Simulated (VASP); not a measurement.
Band structure of BaHfO₃ (cubic perovskite). All values below come from PBEsol GGA, VASP's PBE PAW potentials (set 64) (plane waves; VASP 6.6.1).

Unless said otherwise, spin-orbit coupling is left out, though it shifts the bands of the heavy elements here.

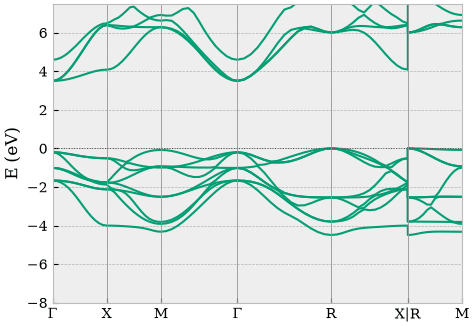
*Bands along high-symmetry lines, zero at the valence-band maximum or, without a gap, the Fermi level*

Read the plot: is there a gap, and where are the band edges?

The gap is indirect, 3.50 eV, from the valence maximum at R to the conduction minimum at Γ. (Edges off the drawn lines would not show.)

The compound is BaHfO3 in the cubic perovskite structure. It was relaxed first.
